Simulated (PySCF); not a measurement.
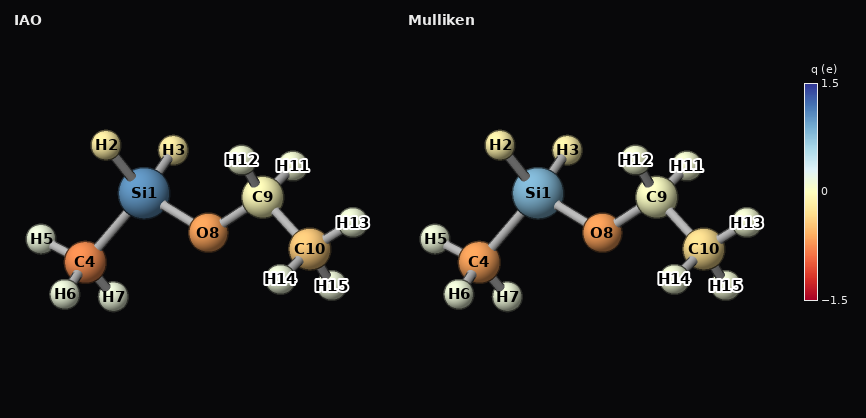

Atomic charges of one calculation by 2 schemes, on one colour scale. The computed structure is the end point of a PBE0-D3(BJ)/def2-SVP optimisation. No frequency run is at hand to confirm it as a minimum. Computed with PBE0/pcSseg-1 (PySCF 2.14.0).

> Which scheme gives the most polar picture (largest mean size of the charges)?

The IAO charges are the largest in size here.

> On which atom do the schemes disagree most?

On Si1 (from 0.81 to 1.00 e).

List the charges (e), one line for each set of equivalent atoms. Atoms whose distances differ by more than 0.02 Å in this geometry are listed apart.

| atom | IAO | Mulliken |
| --- | --- | --- |
| Si1 | 1.00 | 0.81 |
| H2 | −0.16 | −0.13 |
| H3 | −0.16 | −0.13 |
| C4 | −0.73 | −0.64 |
| H5 | 0.16 | 0.14 |
| H6 | 0.16 | 0.15 |
| H7 | 0.16 | 0.15 |
| O8 | −0.64 | −0.65 |
| C9 | −0.03 | 0.03 |
| C10 | −0.41 | −0.29 |
| H11 | 0.12 | 0.10 |
| H12 | 0.12 | 0.10 |
| H13 | 0.14 | 0.11 |
| H14 | 0.14 | 0.12 |
| H15 | 0.14 | 0.12 |
